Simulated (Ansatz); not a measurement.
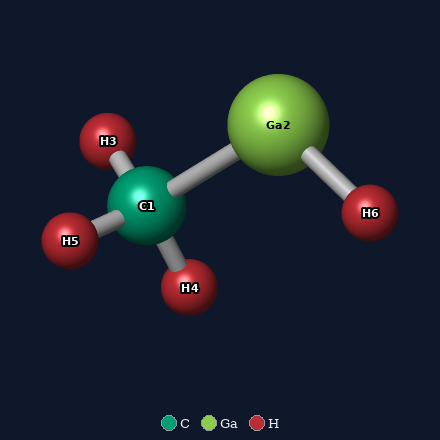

The system is CH₄Ga, SMILES [CH3][GaH], spin multiplicity 2; the picture shows the grid point nearest to the relaxed geometry. Two internal coordinates are moved rigidly from the geometry relaxed at PBE0-D4/def2-TZVP, all others fixed. Coordinates scanned: (1) angle H4–C1–H3; (2) torsion H3–C1–Ga2–H6. The grid has 5 × 5 points. Points are written as (first, second). All energies are given in kJ/mol relative to the lowest grid point. Method: UKS r2SCAN-D4/def2-TZVPP (Ansatz 0.2.0).

Its coordinates:

| atom | x (Å) | y (Å) | z (Å) |
| --- | --- | --- | --- |
| C | -0.0293 | -0.4183 | -0.5180 |
| Ga | 0.6857 | 0.3726 | 1.1621 |
| H | 0.5747 | -1.2431 | -0.8929 |
| H | -1.0462 | -0.7761 | -0.3289 |
| H | -0.0857 | 0.3647 | -1.2803 |
| H | -0.2568 | 1.3226 | 2.0440 |

Range: angle H4–C1–H3 from 91 to 127°; torsion H3–C1–Ga2–H6 from −164.4 to −68.4°.

Predict the map.

The lowest grid point is at (109°, −164.4°). It lies at the edge of the scanned range, so the true minimum may lie outside. The energy also falls towards the edge at (109°, −68.4°) (1.3 kJ/mol above the lowest), where a further well may lie outside the range. The highest grid point, (127°, −92.4°), lies 26.2 kJ/mol above the lowest.

```tsv
torsion H3–C1–Ga2–H6 ↓, angle H4–C1–H3 →	91	100	109	118	127
−68.4	20.3	5.4	1.3	7.8	24.7
−92.4	21.2	5.8	1.6	8.5	26.2
−116.4	22.5	6.3	1.6	8.2	25.9
−140.4	23.1	6.3	0.9	6.8	23.7
−164.4	22.6	5.7	0.0	5.3	21.3
```

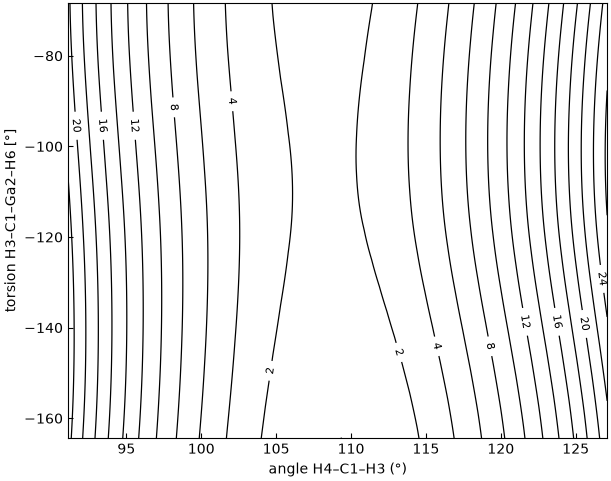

In the figure: contour lines labelled in kJ/mol. Between grid points the surface is interpolated.
